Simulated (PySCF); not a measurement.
**C7H14O (SMILES COC1CCCCC1): density, localisation and related maps**

```
atom    x (Å)    y (Å)    z (Å)
   C   3.0272   0.4126   0.0081
   O   1.8534   0.6926  -0.7064
   C   0.6471   0.4144  -0.0146
   C   0.3313  -1.0849   0.0478
   C  -1.0203  -1.3216   0.7147
   C  -2.1284  -0.5841  -0.0299
   C  -1.8198   0.9085  -0.0902
   C  -0.4696   1.1492  -0.7560
   H   3.8498   0.7989  -0.5915
   H   3.0256   0.9113   0.9862
   H   3.1737  -0.6627   0.1625
   H   0.7231   0.8073   1.0148
   H   0.3193  -1.4765  -0.9715
   H   1.1115  -1.6097   0.6032
   H  -0.9807  -0.9663   1.7475
   H  -1.2340  -2.3923   0.7381
   H  -3.0851  -0.7473   0.4706
   H  -2.2080  -0.9790  -1.0449
   H  -1.8023   1.3157   0.9236
   H  -2.6003   1.4301  -0.6473
   H  -0.4872   0.7884  -1.7855
   H  -0.2368   2.2147  -0.7804
```

Geometry: GFN2-xTB.

Method: PySCF 2.14.0, B97-2/pcSseg-1, SCF density, in a chloroform solvent model, non-relativistic.

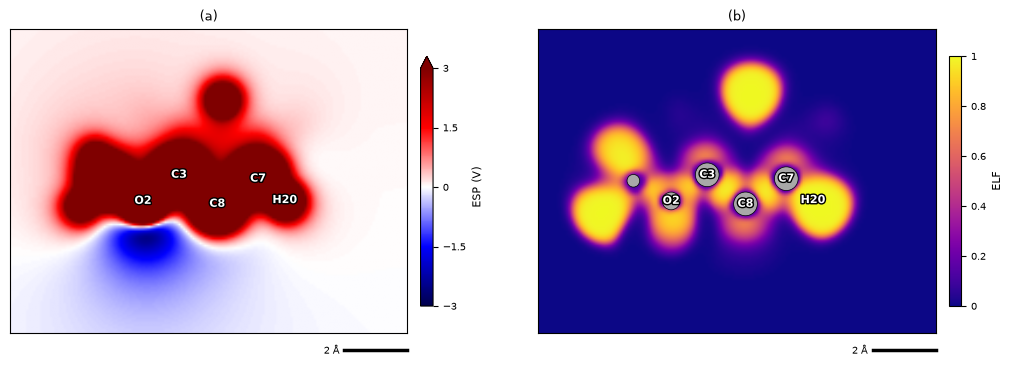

Figure 1. (a) electrostatic potential; (b) ELF on the plane of atoms C8, C7 and H20. Grey discs cover the atomic cores in the ELF map.

Q: Describe what can be read from this map.

A: The section cuts through O, C and H sites.
C–O (1.42 Å): the ELF peaks at about 0.90 between the atoms; a shared but strongly polarised pair.
C–C (1.52 Å): the ELF peaks at about 0.95 between the atoms, as expected for a shared electron pair.
C–H (1.09 Å): the ELF climbs to about 1 towards the hydrogen, as it does in any bond to H: a covalent bond by its length.
The ELF also peaks beside O2, away from the bonds: lone-pair regions.
Outside the dense part of the molecule the potential is most negative (−2.5 V) near O2.

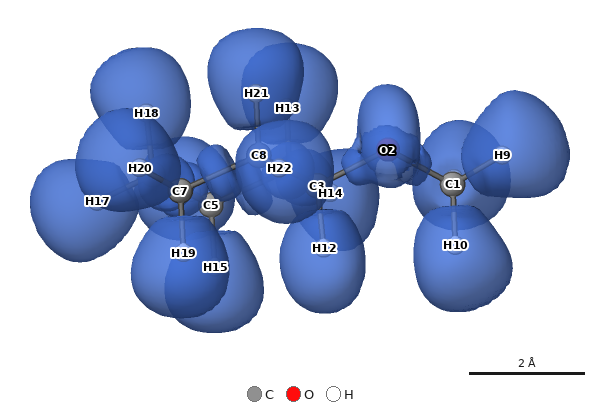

Figure 2. Isosurface of the electron localisation function at 0.75 (blue), seen from one side. Core shells and regions of very low density are left out.

Q: Identify the bonds, lone pairs and shells in this picture.

A: At this value the surface marks out six regions between bonded C–C atoms (shared pairs), 14 regions around hydrogen nuclei and one region on O in which the atom's valence shell and bonds are merged. Profiles from the grid: C–O (1.40 Å): the ELF peaks at about 0.90 between the atoms; a shared but strongly polarised pair.

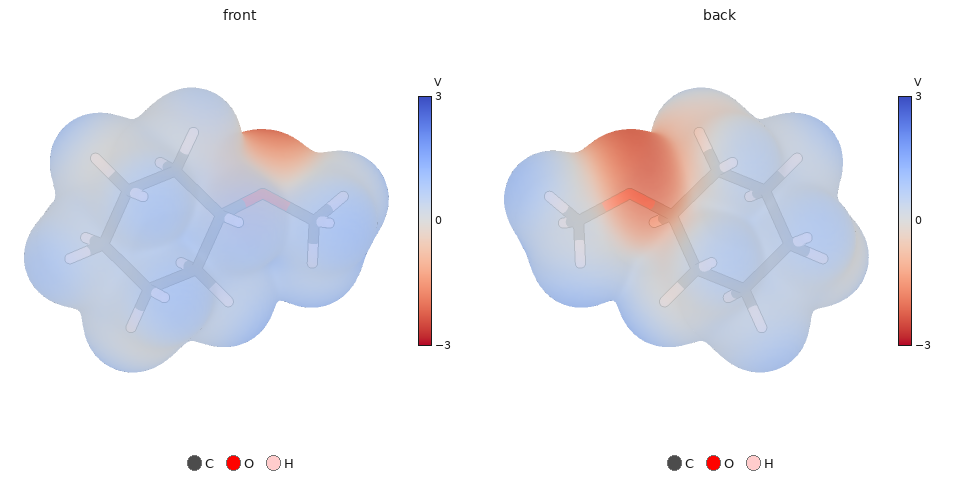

Figure 3. The electrostatic potential painted on the density surface at 0.004 e/bohr³, seen from the front and from behind; the colour scale runs from red (negative) to blue (positive).

Q: Where is the surface potential most negative and most positive?

A: The most negative region (about −2.1 V) lies over O2, the most positive (about +0.9 V) over the C and H atoms. O2 is the likeliest acceptor of a hydrogen bond.

Q: What dipole moment does the calculation give?

A: Its dipole moment is 1.59 D.
